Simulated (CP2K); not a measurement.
**AlH2S2F (SMILES [F][Al]([SH])[SH]) at GFN2-xTB**

Aim: the energy change on altering one bond length of AlH2S2F at GFN2-xTB, from 2 runs. 

The results are computed with CP2K 2026.2.

3 further runs of the same task are left out: 2 that didn't finish, 1 set aside as unsound or not needed.

### 1 The system as given

The species is AlH2S2F (6 atoms), meant as a singlet with charge 0. As SMILES, `[F][Al]([SH])[SH]`. Geometry: a GFN2-xTB relaxation, a rough one for these elements and not checked as a minimum. This is one conformer, not always the lowest.

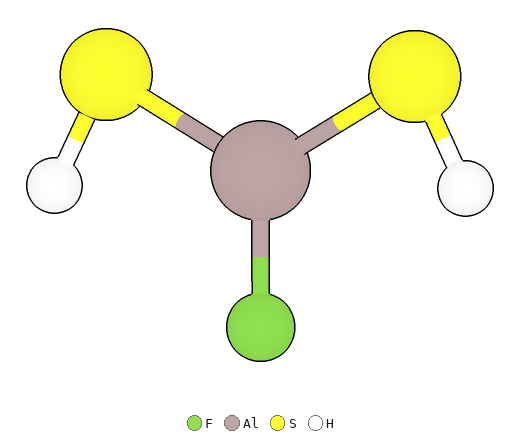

The structure, seen from a chosen angle (fluorine green, aluminium light grey, sulfur yellow, hydrogen white).

### 2 Energy and forces at GFN2-xTB

Contents of mol.inp:

```
&FORCE_EVAL
  METHOD QUICKSTEP
  &DFT
    CHARGE 0
    MULTIPLICITY 1
    &QS
      METHOD XTB
      EPS_DEFAULT 1.0E-10
      &XTB
        GFN_TYPE TBLITE
        &TBLITE
          METHOD GFN2
        &END TBLITE
        CHECK_ATOMIC_CHARGES F
      &END XTB
    &END QS
    &POISSON
      PERIODIC NONE
      POISSON_SOLVER ANALYTIC
    &END POISSON
    &SCF
      SCF_GUESS ATOMIC
      EPS_SCF 1.0E-07
      MAX_SCF 150
      ADDED_MOS 4
      &DIAGONALIZATION
        ALGORITHM STANDARD
      &END DIAGONALIZATION
      &MIXING
        METHOD DIRECT_P_MIXING
        ALPHA 0.4
      &END MIXING
      &SMEAR ON
        METHOD FERMI_DIRAC
        ELECTRONIC_TEMPERATURE [K] 300
      &END SMEAR
    &END SCF
    &PRINT
      &MOMENTS
        PERIODIC F
        REFERENCE COM
        MAX_MOMENT 1
      &END MOMENTS
      &MO ON
        ENERGIES T
        OCCUPATION_NUMBERS T
        NDIGITS 6
        &EACH
          QS_SCF 0
        &END EACH
        ADD_LAST NUMERIC
      &END MO
      &HIRSHFELD OFF
      &END HIRSHFELD
    &END PRINT
  &END DFT
  &SUBSYS
    &CELL
      ABC [angstrom] 16.6 15.2 12.6
      PERIODIC NONE
    &END CELL
    &COORD
      F      7.638520     6.007720     5.982525
      Al     8.379860     7.454030     6.293775
      S     10.564580     7.471230     6.349705
      S      7.094520     9.192280     6.617475
      H     10.588290     6.173170     6.054335
      H      6.011710     8.431580     6.485595
    &END COORD
  &END SUBSYS
  &PRINT
    &FORCES ON
    &END FORCES
  &END PRINT
&END FORCE_EVAL

&GLOBAL
  PROJECT mol
  RUN_TYPE ENERGY_FORCE
  PRINT_LEVEL MEDIUM
&END GLOBAL
```

Command:

```
$ OMP_NUM_THREADS=1 cp2k.psmp -i mol.inp > mol.out 2>&1
```

The log of the run:

```text
CP2K| version string:                                       CP2K version 2026.2
[...]
 GLOBAL| Method name                                                        CP2K
[...]
 GLOBAL| Run type                                                   ENERGY_FORCE
[...]
                             - Atoms:                                          6
[...]
                             - Spherical basis functions:                     33
[...]
 Number of electrons:                                                         24
[...]
  *** SCF run converged in    20 steps ***
[...]
  Fermi energy:                                                -0.31340969514135
[...]
 TB_DIPOLE| Moment [Debye]         -0.34679326      -0.67724288      -0.13147139
 TB_DIPOLE| Derivative [a.u.]       0.00000000       0.00000000       0.00000000
[...]
 ENERGY| Total FORCE_EVAL ( QS ) energy [hartree]            -13.467910762977739
 FORCES| Atomic forces [hartree/bohr]
 FORCES|   Atom     x               y               z               |f|
 FORCES|      1  9.36765892E-06  1.87434740E-06  1.13746812E-05   1.48542783E-05
 FORCES|      2 -2.45440130E-04 -1.15944864E-04 -2.80107811E-06   2.71462548E-04
 FORCES|      3  1.94663485E-04  5.27550795E-06 -9.48877922E-05   2.16622705E-04
 FORCES|      4  4.29721188E-04  4.77384312E-04  1.94683586E-04   6.71161516E-04
 FORCES|      5  5.99561540E-05 -1.04110994E-05  5.59512220E-05   8.26660186E-05
 FORCES|      6 -4.48268356E-04 -3.58178204E-04 -1.64320619E-04   5.96856273E-04
 FORCES| Sum     2.31477164E-17  2.77555756E-17  1.08691268E-17
 FORCES| Total atomic force                                       3.77402526E-17
[...]
```

Run time: 1.1 s. Hardware: 1 thread of Intel Xeon Platinum 8488C (Sapphire Rapids), shared host; peak memory 0.19 GiB.

### 3 The distorted shape, same level

Contents of calc.inp:

```
&FORCE_EVAL
  METHOD Quickstep
  &DFT
    &QS
      METHOD XTB
      EPS_DEFAULT 1.0E-10
      &XTB
        GFN_TYPE TBLITE
        &TBLITE
          METHOD GFN2
        &END TBLITE
        CHECK_ATOMIC_CHARGES F
      &END XTB
    &END QS
    ! isolated system
    &POISSON
      PERIODIC NONE
      POISSON_SOLVER ANALYTIC
    &END POISSON
    &SCF
      SCF_GUESS ATOMIC
      EPS_SCF 1.0E-07
      MAX_SCF 150
      ADDED_MOS 4
      &DIAGONALIZATION
        ALGORITHM STANDARD
      &END DIAGONALIZATION
      &MIXING
        METHOD DIRECT_P_MIXING
        ALPHA 0.4
      &END MIXING
      &SMEAR ON
        METHOD FERMI_DIRAC
        ELECTRONIC_TEMPERATURE [K] 300
      &END SMEAR
    &END SCF
    ! extra output
    &PRINT
      &MOMENTS
        PERIODIC F
        REFERENCE COM
        MAX_MOMENT 1
      &END MOMENTS
      &MO ON
        ENERGIES T
        OCCUPATION_NUMBERS T
        NDIGITS 6
        &EACH
          QS_SCF 0
        &END EACH
        ADD_LAST NUMERIC
      &END MO
      &HIRSHFELD OFF
      &END HIRSHFELD
    &END PRINT
  &END DFT
  &SUBSYS
    ! box in angstrom
    &CELL
      ABC 16.4 15 12.6
      PERIODIC NONE
    &END CELL
    &COORD
      F      7.474265     5.994616     5.998707
      Al     8.215605     7.440926     6.309957
      S     10.400325     7.458126     6.365887
      S      7.058775     9.005384     6.601293
      H     10.424035     6.160066     6.070517
      H      5.975965     8.244684     6.469413
    &END COORD
  &END SUBSYS
  &PRINT
    &FORCES ON
    &END FORCES
  &END PRINT
&END FORCE_EVAL

&GLOBAL
  PROJECT_NAME calc
  RUN_TYPE ENERGY_FORCE
  PRINT_LEVEL MEDIUM
&END GLOBAL
```

Command:

```
$ OMP_NUM_THREADS=1 cp2k.psmp calc.inp > calc.out
```

The log of the run:

```text
CP2K| version string:                                       CP2K version 2026.2
[...]
 GLOBAL| Method name                                                        CP2K
[...]
 GLOBAL| Run type                                                   ENERGY_FORCE
[...]
                             - Atoms:                                          6
[...]
                             - Spherical basis functions:                     33
[...]
 Number of electrons:                                                         24
[...]
  *** SCF run converged in    19 steps ***
[...]
  Fermi energy:                                                -0.29955435328753
[...]
 TB_DIPOLE| Moment [Debye]         -1.01545351      -0.13016611      -0.03260631
 TB_DIPOLE| Derivative [a.u.]       0.00000000       0.00000000       0.00000000
[...]
 ENERGY| Total FORCE_EVAL ( QS ) energy [hartree]            -13.447804005278982
 FORCES| Atomic forces [hartree/bohr]
 FORCES|   Atom     x               y               z               |f|
 FORCES|      1  4.94625673E-04 -3.30744509E-03 -6.47789613E-04   3.40638797E-03
 FORCES|      2  6.98522716E-02 -9.10991810E-02 -1.69073250E-02   1.16035591E-01
 FORCES|      3  5.21646600E-04 -1.92863552E-03 -5.03116666E-04   2.06030982E-03
 FORCES|      4 -6.97490733E-02  9.50669072E-02  1.78296642E-02   1.19249935E-01
 FORCES|      5  3.18494454E-04  7.16910131E-04  2.26163292E-04   8.16424331E-04
 FORCES|      6 -1.43796498E-03  5.51444285E-04  2.40386747E-06   1.54007787E-03
 FORCES| Sum    -5.42101086E-18 -5.19332841E-17 -2.73329062E-17
 FORCES| Total atomic force                                       5.89367552E-17
[...]
```

Run time: 1.2 s. Hardware: 1 thread of Intel Xeon Platinum 8488C (Sapphire Rapids), shared host; peak memory 0.19 GiB.

### 4 Results

At GFN2-xTB:

| quantity | value |
| --- | --- |
| first shape: total energy | -13.46791 Eh |
| first shape: dipole moment (from atomic charges alone) | 0.77 D |
| first shape: HOMO energy | -11.21 eV |
| first shape: LUMO energy | -7.63 eV |
| first shape: HOMO–LUMO gap | 3.58 eV |
| first shape: largest force on an atom | 0.035 eV/Å |
| distorted shape: total energy | -13.44780 Eh |
| distorted shape: dipole moment (from atomic charges alone) | 1.02 D |
| distorted shape: HOMO energy | -11.13 eV |
| distorted shape: LUMO energy | -7.26 eV |
| distorted shape: HOMO–LUMO gap | 3.87 eV |
| distorted shape: largest force on an atom | 6.132 eV/Å |
| energy change with the Al2–S4 bond shortened from 2.186 to 1.967 Å | 0.547 eV |

With the Al2–S4 bond shortened from 2.186 to 1.967 Å the energy rises by 0.55 eV (12.6 kcal/mol). The dipole (first shape) comes from point charges on the atoms alone, without atomic dipoles, so it is partial. The dipole (distorted shape) comes from point charges on the atoms alone, without atomic dipoles, so it is partial.
